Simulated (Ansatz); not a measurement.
F₃GeHO···HBr

```xyz
8

Ge   -0.1482    0.1316    0.0291
O    -0.1239    0.0660    1.7761
H    -0.9860    0.0841    2.1942
F     1.4342    0.2726   -0.5350
F    -1.0140    1.4938   -0.4935
F    -0.9227   -1.1979   -0.6733
Br    1.6848   -2.7104    1.2706
H     1.2641   -1.6043    2.1832
```

Not at a stationary point (largest force 1.7 eV/Å).

Level of theory: Ansatz, RKS BHLYP-D4/def2-SVP.

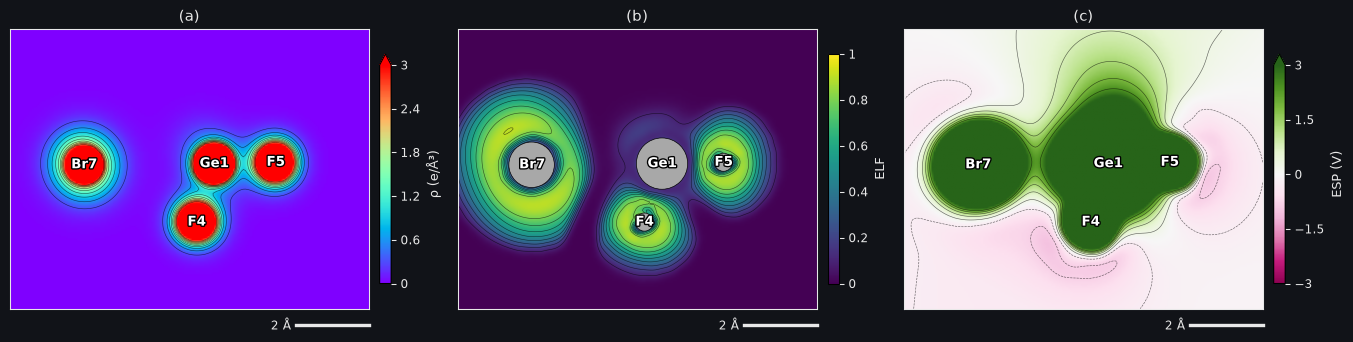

Figure 1. (a) total electron density; (b) electron localisation function; (c) molecular electrostatic potential on the plane of atoms F4, Ge1 and F5. Grey discs cover the atomic cores in the ELF map.

Interpret the plot.

Answer. The section cuts through Ge, F and Br sites. Ge–F (1.69 Å): the density is about 1 e/Å³ at the midpoint; the ELF peaks at about 0.80 in the valence shell of F, 0.5 Å from its nucleus, and is about 0.25 at the midpoint. The ELF also peaks beside F4, Br7 and F5, away from the bonds: lone-pair regions. Outside the dense part of the complex the potential is most negative (−1.0 V) near F4.

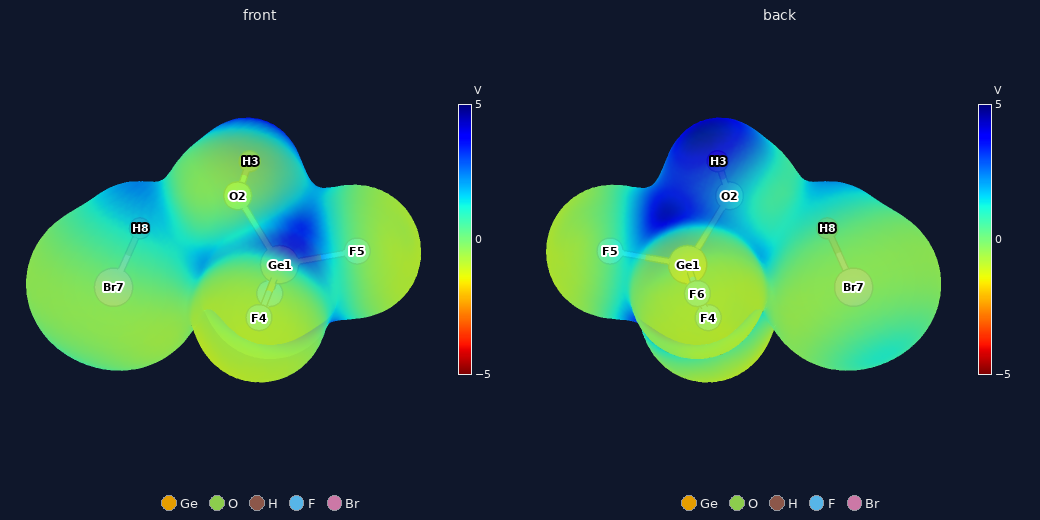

Figure 2. The molecular electrostatic potential painted on the density surface at 0.004 e/bohr³, seen from the front and from behind; the colour scale runs from red (negative) to blue (positive).

Describe the electrostatic potential map.

Answer. The most negative region (about −1.0 V, or −23 kcal/mol for a unit charge) lies over F4 and F6, the most positive (about +4.5 V, or +104 kcal/mol for a unit charge) over Ge1 and H3. Br7 shows a σ-hole: about +1.2 V, or +28 kcal/mol for a unit charge at the tip opposite its bond, against about −0.4 V, or −9 kcal/mol for a unit charge on its flanks.

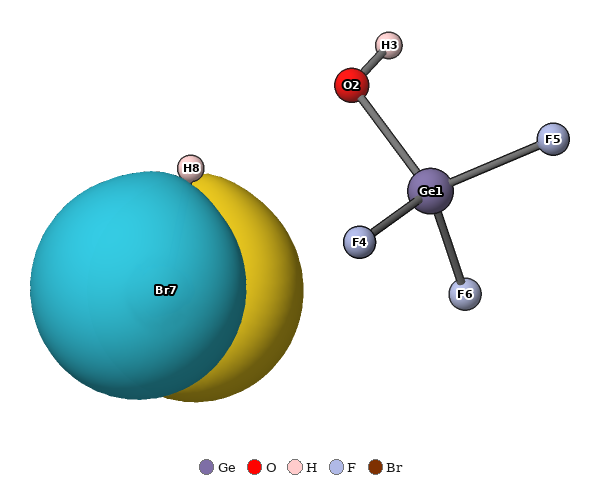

Figure 3. The HOMO at ±0.1 Å⁻³ᐟ² (yellow and cyan are the two phases), seen at a tilt.

Describe this orbital and give its energy.

Answer. It lies mainly on Br7 (about 95 %); largely a lone pair of Br7. Its energy is −9.67 eV.
